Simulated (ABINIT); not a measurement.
# CdF2 (Fm-3m): G0W0 with ABINIT, start to end, part 3 of 3

How does a plane-wave GW calculation on CdF2 (Fm-3m) run from the first input to the gap?

ABINIT 10.8.3; PBE and many-body steps on it, plane waves. Known limits of the many-body steps: not at the basis limit; d shell near the gap, gap tends to lie low; no spin-orbit coupling; coarse k mesh.

So far. Step 4 (Empty states on the mesh, 4×4×4 mesh, 50 bands): On this mesh the gap is 3.124 eV. Step 5 (Screening, 4×4×4 mesh, 46 bands, screening to 108.8 eV): Local fields lower ε∞ by 3 %. On a Γ-centred mesh this coarse the value itself is usually too large, while a short band sum pulls it down.

## 6. Self-energy, 4×4×4 mesh, 46 bands, screening to 108.8 eV

The self-energy is evaluated for the states that the input lists, and the levels follow from it, in one-shot runs by the linearised quasiparticle equation.

This step: G0W0 on PBE, plane waves, norm-conserving pseudopotentials.

The input, run.abi:

```
acell 3*1.0 Angstrom
rprim 
  0.000000000000 2.694000000000 2.694000000000
  2.694000000000 -0.000000000000 2.694000000000
  2.694000000000 2.694000000000 -0.000000000000
ntypat 2
znucl 48 9
natom 3
typat 1 2 2
xred 
  0.000000000000 0.000000000000 0.000000000000
  0.250000000000 0.250000000000 0.250000000000
  0.750000000000 0.750000000000 0.750000000000
pp_dirpath "pseudos"
pseudos "Cd.upf, F.upf"
ecut 47
ngkpt 4 4 4
nshiftk 1
shiftk 0 0 0
kptopt 1
chksymbreak 0
istwfk *1
occopt 1
irdwfk 1
optdriver 4
nband 46
gwcalctyp 0
ecutsigx 47
symsigma 1
nkptgw 2
kptgw 
  -0.2500000000 0.5000000000 0.2500000000
  0.0000000000 0.0000000000 0.0000000000
bdgw 
  16 19
  15 21
ecuteps 4
irdscr 1
ppmodel 1
indata_prefix "in"
outdata_prefix "out"
tmpdata_prefix "tmp"
```

Launch:

```
OMP_NUM_THREADS=1 mpirun -n 8 abinit run.abi > log
```

Numbers of over 12 decimals in the logs are rounded to 6 here.

The program printed:

```text
.Version 10.8.3 of ABINIT. v10.8.2 released Aug 2026.

 Symmetries : space group Fm -3 m (#225); Bravais cF (face-center cubic)
[... echo of the input left out ...]
== DATASET  1 ==================================================================
-   mpi_nproc: 8, omp_nthreads: 1 (-1 if OMP is not activated)

--- !DatasetInfo
iteration_state: {dtset: 1, }
dimensions: {natom: 3, nkpt: 8, mband: 46, nsppol: 1, nspinor: 1, nspden: 1, mpw: 4092, }
cutoff_energies: {ecut:  47.0, pawecutdg:  -1.0, }
electrons: {nelect:   3.40000000E+01, charge:   0.00000000E+00, occopt:   1.00000000E+00, tsmear:   1.00000000E-02, }

 SIGMA: Calculation of the GW corrections

 Based on a program developped by R.W. Godby, V. Olevano, G. Onida, and L. Reining.
 Incorporated in ABINIT by V. Olevano, G.-M. Rignanese, and M. Torrent.
.Using double precision arithmetic ; gwpc =  8

[... cell and pseudopotentials left out ...]
--------------------------------------------------------------------------------

 ==== K-mesh for the wavefunctions ====
 Number of points in the irreducible wedge :     8
[... list of points left out ...]
 Together with 48 symmetry operations and time-reversal symmetry
 yields    64 points in the full Brillouin Zone.

 ==== Q-mesh for screening function ====
 Number of points in the irreducible wedge :     8
[... list of points left out ...]
 Together with 48 symmetry operations and time-reversal symmetry
 yields    64 points in the full Brillouin Zone.

 vcoul_init : cutoff-mode = AUXILIARY_FUNCTION
 q-points for optical limit:   1
     1)      0.000010    0.000020    0.000030
 setmesh: FFT mesh size selected  =    45x   45x   45
          total number of points  =        91125

 Number of electrons calculated from density =   34.0000; Expected =   34.0000
 average of density, n =  0.128843
 r_s =    1.2282
 omega_plasma =   34.6246 [eV]

 === KS Band Gaps ===
  >>>> For spin  1
   Minimum direct gap =   3.6194 [eV], located at k-point      :   0.0000  0.0000  0.0000
   Fundamental gap    =   3.1240 [eV], Top of valence bands at :  -0.2500  0.5000  0.2500
                                       Bottom of conduction at :   0.0000  0.0000  0.0000
 SIGMA fundamental parameters:
 PLASMON POLE MODEL  1
 number of plane-waves for SigmaX                 4015
 number of plane-waves for SigmaC and W            113
 number of plane-waves for wavefunctions          4015
 number of bands                                    46
 number of independent spin polarizations            1
 number of spinorial components                      1
 number of k-points in IBZ                           8
 number of q-points in IBZ                           8
 number of symmetry operations                      48
 number of k-points in BZ                           64
 number of q-points in BZ                           64
 number of frequencies for dSigma/dE                 9
 frequency step for dSigma/dE [eV]                0.25
 number of omega for Sigma on real axis              0
 max omega for Sigma on real axis  [eV]           0.00
 zcut for avoiding poles [eV]                     0.10

 EPSILON^-1 parameters (SCR file):
 dimension of the eps^-1 matrix on file            113
 dimension of the eps^-1 matrix used               113
 number of plane-waves for wavefunctions          4015
 number of bands                                    46
 number of q-points in IBZ                           8
 number of frequencies                               2
 number of real frequencies                          1
 number of imag frequencies                          1

 matrix elements of self-energy operator (all in [eV])

 Perturbative Calculation

--- !SelfEnergy_ee
iteration_state: {dtset: 1, }
kpoint     : [  -0.250,    0.500,    0.250, ]
spin       : 1
KS_gap     :    8.101
QP_gap     :   11.683
Delta_QP_KS:    3.582
data: !SigmaeeData |
     Band     E0 <VxcDFT>   SigX SigC(E0)      Z dSigC/dE  Sig(E)    E-E0       E
       16   2.536 -23.138 -30.563   5.966   0.790  -0.265 -24.291  -1.153   1.383
       17   3.135 -24.392 -31.575   5.788   0.801  -0.249 -25.509  -1.117   2.018
       18  11.236 -16.752 -10.745  -3.113   0.852  -0.174 -14.286   2.466  13.702
       19  14.664 -10.958  -6.360  -3.180   0.872  -0.146  -9.721   1.237  15.901

--- !SelfEnergy_ee
iteration_state: {dtset: 1, }
kpoint     : [   0.000,    0.000,    0.000, ]
spin       : 1
KS_gap     :    3.619
QP_gap     :    6.269
Delta_QP_KS:    2.650
data: !SigmaeeData |
     Band     E0 <VxcDFT>   SigX SigC(E0)      Z dSigC/dE  Sig(E)    E-E0       E
       15   2.640 -24.993 -32.322   5.630   0.812  -0.231 -26.373  -1.380   1.260
       16   2.640 -24.993 -32.322   5.630   0.812  -0.231 -26.373  -1.380   1.260
       17   2.640 -24.993 -32.322   5.630   0.812  -0.231 -26.373  -1.380   1.260
       18   6.259 -12.403  -7.938  -3.015   0.875  -0.142 -11.133   1.270   7.529
       19  15.876 -10.202  -4.669  -3.685   0.870  -0.149  -8.594   1.609  17.484
       20  15.876 -10.202  -4.669  -3.685   0.870  -0.149  -8.594   1.609  17.484
       21  15.876 -10.202  -4.669  -3.685   0.870  -0.149  -8.594   1.609  17.484

== END DATASET(S) ==============================================================
================================================================================

 -outvars: echo values of variables after computation  --------
           etotal      0.0000000000E+00
            nband          46
             nkpt           8
          spgroup         225
 [... the other variables as echoed above ...]

 Calculation completed.
```

Elapsed: 3.7 s, on 8 MPI ranks of Arm Neoverse V1, shared host; peak memory 1.4 GiB; 29 s of CPU time.

Numbers from this step:

- G0W0 gap on the points computed: 5.511 eV
- starting gap on the mesh: 3.124 eV
- k of the valence top: -0.25, 0.5, 0.25
- k of the conduction bottom: 0, 0, 0
- Z at the valence top: 0.801
- Z at the conduction bottom: 0.875
- least direct G0W0 gap on the computed points: 6.269 eV

The gap on the mesh goes from 3.12 eV to 5.51 eV, a correction of +2.39 eV.

Limits: finite bands, cutoff and mesh; d shell near the gap, gap tends to lie low; no spin-orbit coupling; coarse k mesh. v1 is the top filled band, c1 the lowest empty one. The levels before and after the correction (eV, zero at the valence-band top of each column):

```tsv
	conduction bottom	valence top
Kohn-Sham	3.12	0.00
G0W0	5.51	0.00
```

```tsv
	level	energy (eV)
Kohn-Sham	(-0.25 0.5 0.25) v2	-0.599
Kohn-Sham	(-0.25 0.5 0.25) v1	0.000
Kohn-Sham	(-0.25 0.5 0.25) c1	8.101
Kohn-Sham	(-0.25 0.5 0.25) c2	11.529
Kohn-Sham	Γ v3-v1	-0.496
Kohn-Sham	Γ c1	3.124
Kohn-Sham	Γ c2-c4	12.741
G0W0	(-0.25 0.5 0.25) v2	-0.635
G0W0	(-0.25 0.5 0.25) v1	0.000
G0W0	(-0.25 0.5 0.25) c1	11.684
G0W0	(-0.25 0.5 0.25) c2	13.883
G0W0	Γ v3-v1	-0.758
G0W0	Γ c1	5.511
G0W0	Γ c2-c4	15.466
```

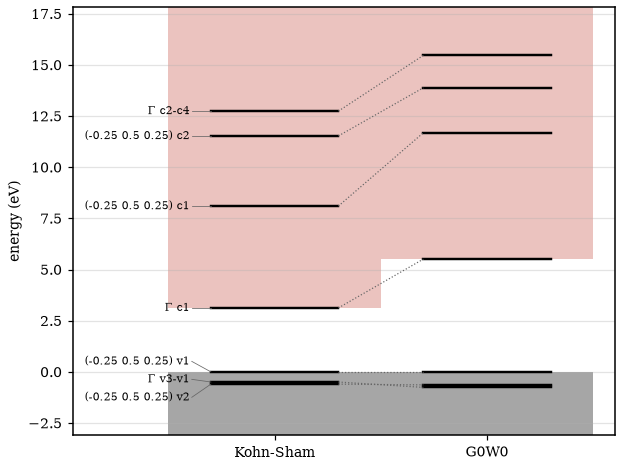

Levels before and after the correction. Shaded: valence and conduction bands.

## 7. Where the time went

Times are wall times on 8 MPI ranks of Arm Neoverse V1, shared host, good to a factor of about two.

```tsv
step	time	share	memory (GiB)
ground state	9.7 s	22 %	0.65
bands along the symmetry lines	14 s	31 %	0.58
empty states on the mesh	8.4 s	19 %	0.54
screening	8.2 s	19 %	1.4
self-energy	3.7 s	9 %	1.4
```

## 8. Summary of results

```
PBE gap              : 3.12 eV, indirect
G0W0 gap on the mesh : 5.51 eV
GW settings          : 4×4×4 mesh, 46 bands, screening to 108.8 eV, Godby-Needs plasmon pole
known limits         : not at the basis limit; d shell near the gap, gap tends to lie low; no spin-orbit coupling; coarse k mesh
```

G0W0 moves the gap on the mesh from 3.12 eV to 5.51 eV (+2.39 eV), with Z of 0.80 and 0.88 at the edges. Local fields lower the RPA ε∞ on this mesh from 2.83 to 2.74; a Γ-centred mesh this coarse tends to raise both, most where the direct gap is narrow, while a short band sum lowers them. Only 2 of the mesh's irreducible points were corrected, so a valley elsewhere could overtake. Bands and cutoff are finite, so the gap is not at the basis limit. The miss can reach some tenths of an eV and take either sign; the mesh is an error of its own. In the G0W0 run levels were corrected at 2 k points alone, so a gap called «on the mesh» is the least over those, and an edge elsewhere would be missed. The 4×4×4 mesh is coarse for this cell, which bears on the long-range parts of exchange and screening. A d shell, filled or nearly so, lies near the gap. One-shot GW converges very slowly in bands there, not always from below, and on a semilocal start the gap tends to come out low; starts rich in exact exchange can overshoot instead. The many-body steps are scalar-relativistic: spin-orbit coupling is not in them.

[Paths, hosts, dates, memory and timing lines, banners, echoed tables and standing remarks are left out of the program output.]

[Logs are printed without paths, hosts, clocks, repeated set-up lines and the standing remarks that a program may print on its own settings, such as how far it seeks lower states.]

[Runs of the session that timed out or met a known fault of the program may be left out.]

[No measured gap is set beside runs whose start may be inverted or whose files or cutoffs have a known fault.]

[Hosts, paths, dates, database ids (printed as entryN), source tags and the programs' standing remarks are cut or masked in the printed files.]

[G0W0 gaps are taken among the corrected bands and points alone; a level outside them can change the order at an edge.]

[Where Ansatz stands beside ABINIT at settings called matched, ABINIT's density can come from a denser mesh and the files from another edition; pairs whose starting gaps differed by over 0.03 eV were left out, so agreement reads better than it is.]
